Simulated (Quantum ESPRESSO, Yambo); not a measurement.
# CdTe (F-43m): G0W0 in Yambo against the bands, part 2 of 2

Wanted: the cheapest bands that holds the gap of CdTe (F-43m).

Yambo 5.3.0; PBE and many-body steps on it, plane waves. Known limits of the many-body steps: not at the basis limit; no spin-orbit coupling; coarse k mesh.

So far. Step 4 (93 bands): Against the run before, the gap moves by −0.074 eV.

### 5. 153 bands

Level of this step: G0W0 on PBE, plane waves, norm-conserving pseudopotentials (Yambo).

The input, gw4.in:

```
HF_and_locXC
gw0
dyson
ppa
em1d
rim_cut
RandQpts= 1000000
RandGvec= 1 RL
EXXRLvcs= 94 Ry
VXCRLvcs= 376 Ry
Chimod= "HARTREE"
% BndsRnXp
 1 | 153 |
%
NGsBlkXp= 11 Ry
% LongDrXp
 1 | 1 | 1 |
%
% GbndRnge
 1 | 153 |
%
DysSolver= "n"
ExtendOut
PPAPntXp= 27.21138 eV
% QPkrange
 1 | 1 | 21 | 24 |
%
```

Launch:

```
OMP_NUM_THREADS=1 mpirun -n 4 yambo -F gw4.in -J gw4 -C gw4 > gw4.log
```

The program printed:

```text
 Yambo, version 5.3.0

 [02] CORE Variables Setup
 =========================

  [... cell, symmetries and grids as in the set-up ...]

  [02.05] Energies & Occupations
  ==============================

  [X] === General ===
  [X] Electronic Temperature                        :  0.000000  0.000000 [eV K]
  [X] Bosonic    Temperature                        :  0.000000  0.000000 [eV K]
  [X] Finite Temperature mode                       : no
  [X] El. density                                   :  0.64683E+24 [cm-3]
[...]
Sx RL components                                 :   7239

   QP @ state[ 1 ] K range                          :  1  1
   QP @ state[ 1 ] b range                          :  21  24
   GF energies kind                                 : Perdew, Burke & Ernzerhof(X)+Perdew, Burke & Ernzerhof(C)
   GF WF`s kind                                     : Perdew, Burke & Ernzerhof(X)+Perdew, Burke & Ernzerhof(C)
   Xs energies kind                                 : Perdew, Burke & Ernzerhof(X)+Perdew, Burke & Ernzerhof(C)
   Xs WF`s kind                                     : Perdew, Burke & Ernzerhof(X)+Perdew, Burke & Ernzerhof(C)

 [11] Game Over & Game summary
```

The job ended after 4.8 min (4 MPI ranks of Arm Neoverse V1, shared host; peak memory 2.3 GiB; 19 min of CPU time).

Numbers from this step:

```yaml
g0w0_gap_on_the_points_computed: 1.544 eV
starting_gap_on_the_mesh: 0.7705 eV
k_of_the_valence_top: 0, 0, 0
k_of_the_conduction_bottom: 0, 0, 0
least_direct_g0w0_gap_on_the_computed_points: 1.544 eV
```

Against the run before, the gap moves by +0.019 eV.

### 6. 225 bands

The input, gw5.in:

```
HF_and_locXC
gw0
dyson
ppa
em1d
rim_cut
RandQpts= 1000000
RandGvec= 1 RL
EXXRLvcs= 94 Ry
VXCRLvcs= 376 Ry
Chimod= "HARTREE"
% BndsRnXp
 1 | 225 |
%
NGsBlkXp= 11 Ry
% LongDrXp
 1 | 1 | 1 |
%
% GbndRnge
 1 | 225 |
%
DysSolver= "n"
ExtendOut
PPAPntXp= 27.21138 eV
% QPkrange
 1 | 1 | 21 | 24 |
%
```

Launch:

```
OMP_NUM_THREADS=1 mpirun -n 4 yambo -F gw5.in -J gw5 -C gw5 > gw5.log
```

The program printed:

```text
 Yambo, version 5.3.0

 [02] CORE Variables Setup
 =========================

  [... cell, symmetries and grids as in the set-up ...]

  [02.05] Energies & Occupations
  ==============================

  [X] === General ===
  [X] Electronic Temperature                        :  0.000000  0.000000 [eV K]
  [X] Bosonic    Temperature                        :  0.000000  0.000000 [eV K]
  [X] Finite Temperature mode                       : no
  [X] El. density                                   :  0.64683E+24 [cm-3]
[...]
Sx RL components                                 :   7239

   QP @ state[ 1 ] K range                          :  1  1
   QP @ state[ 1 ] b range                          :  21  24
   GF energies kind                                 : Perdew, Burke & Ernzerhof(X)+Perdew, Burke & Ernzerhof(C)
   GF WF`s kind                                     : Perdew, Burke & Ernzerhof(X)+Perdew, Burke & Ernzerhof(C)
   Xs energies kind                                 : Perdew, Burke & Ernzerhof(X)+Perdew, Burke & Ernzerhof(C)
   Xs WF`s kind                                     : Perdew, Burke & Ernzerhof(X)+Perdew, Burke & Ernzerhof(C)

 [11] Game Over & Game summary
```

It took 7.4 min on 4 MPI ranks; peak memory 2.6 GiB; 30 min of CPU time.

Numbers from this step:

* G0W0 gap on the points computed: 1.557 eV
* starting gap on the mesh: 0.7705 eV
* k of the valence top: 0, 0, 0
* k of the conduction bottom: 0, 0, 0
* least direct G0W0 gap on the computed points: 1.557 eV

Against the run before, the gap moves by +0.013 eV.

### 7. 305 bands

The input, gw6.in:

```
HF_and_locXC
gw0
dyson
ppa
em1d
rim_cut
RandQpts= 1000000
RandGvec= 1 RL
EXXRLvcs= 94 Ry
VXCRLvcs= 376 Ry
Chimod= "HARTREE"
% BndsRnXp
 1 | 305 |
%
NGsBlkXp= 11 Ry
% LongDrXp
 1 | 1 | 1 |
%
% GbndRnge
 1 | 305 |
%
DysSolver= "n"
ExtendOut
PPAPntXp= 27.21138 eV
% QPkrange
 1 | 1 | 21 | 24 |
%
```

Launch:

```
OMP_NUM_THREADS=1 mpirun -n 4 yambo -F gw6.in -J gw6 -C gw6 > gw6.log
```

The program printed:

```text
 Yambo, version 5.3.0

 [02] CORE Variables Setup
 =========================

  [... cell, symmetries and grids as in the set-up ...]

  [02.05] Energies & Occupations
  ==============================

  [X] === General ===
  [X] Electronic Temperature                        :  0.000000  0.000000 [eV K]
  [X] Bosonic    Temperature                        :  0.000000  0.000000 [eV K]
  [X] Finite Temperature mode                       : no
  [X] El. density                                   :  0.64683E+24 [cm-3]
[...]
Sx RL components                                 :   7239

   QP @ state[ 1 ] K range                          :  1  1
   QP @ state[ 1 ] b range                          :  21  24
   GF energies kind                                 : Perdew, Burke & Ernzerhof(X)+Perdew, Burke & Ernzerhof(C)
   GF WF`s kind                                     : Perdew, Burke & Ernzerhof(X)+Perdew, Burke & Ernzerhof(C)
   Xs energies kind                                 : Perdew, Burke & Ernzerhof(X)+Perdew, Burke & Ernzerhof(C)
   Xs WF`s kind                                     : Perdew, Burke & Ernzerhof(X)+Perdew, Burke & Ernzerhof(C)

 [11] Game Over & Game summary
```

It took 10 min on 4 MPI ranks; peak memory 3.2 GiB; 40 min of CPU time.

Numbers from this step:

```
G0W0 gap on the points computed              : 1.561 eV
starting gap on the mesh                     : 0.7705 eV
k of the valence top                         : 0, 0, 0
k of the conduction bottom                   : 0, 0, 0
least direct G0W0 gap on the computed points : 1.561 eV
```

Against the run before, the gap moves by +0.004 eV.

### 8. The runs together

Times are wall times on 4 MPI ranks of Arm Neoverse V1, shared host, good to a factor of about two.

| run | mesh | bands | screening cutoff (eV) | DFT gap (eV) | gap on the mesh (eV) | direct (eV) | time |
| --- | --- | --- | --- | --- | --- | --- | --- |
| 38 bands | 4×4×4 | 38 | 149.7 | 0.770 | 1.639 | 1.639 | 51 s |
| 57 bands | 4×4×4 | 57 | 149.7 | 0.770 | 1.599 | 1.599 | 92 s |
| 93 bands | 4×4×4 | 93 | 149.7 | 0.770 | 1.525 | 1.525 | 2.8 min |
| 153 bands | 4×4×4 | 153 | 149.7 | 0.770 | 1.544 | 1.544 | 4.8 min |
| 225 bands | 4×4×4 | 225 | 149.7 | 0.770 | 1.557 | 1.557 | 7.4 min |
| 305 bands | 4×4×4 | 305 | 149.7 | 0.770 | 1.561 | 1.561 | 10 min |

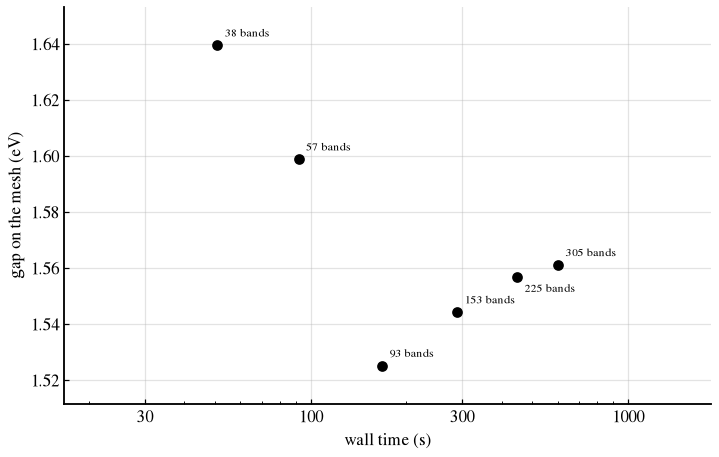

Result against wall time.

### 9. Results

```json
{
 "38 bands": "1.639 eV",
 "57 bands": "1.599 eV",
 "93 bands": "1.525 eV",
 "153 bands": "1.544 eV",
 "225 bands": "1.557 eV",
 "305 bands": "1.561 eV",
 "known limits": "not at the basis limit; no spin-orbit coupling; coarse k mesh"
}
```

**Reading.** The setting moved: bands. From 38 bands to 305 bands the gap moves by −0.08 eV, for 12 times the time, not steadily: it passes through 1.53 eV. It holds to 0.03 eV from 153 bands on. Bands and screening cutoff are coupled, so a series along one setting does not show full convergence. Bands and cutoff are finite, so the gap is not at the basis limit. The miss can reach some tenths of an eV and take either sign; the mesh is an error of its own. In the G0W0 runs levels were corrected at 1 k point alone, so a gap called «on the mesh» is the least over those, and an edge elsewhere would be missed. The 4×4×4 mesh is coarse for this cell, which bears on the long-range parts of exchange and screening. The many-body steps are scalar-relativistic: spin-orbit coupling is not in them.

[Paths, hosts, dates, memory and timing lines, banners, echoed tables and standing remarks are left out of the program output.]

[Logs are printed without paths, hosts, clocks, repeated set-up lines and the standing remarks that a program may print on its own settings, such as how far it seeks lower states.]

[Runs of the session that timed out or met a known fault of the program may be left out.]

[Hosts, paths, dates, database ids (printed as entryN), source tags and the programs' standing remarks are cut or masked in the printed files.]
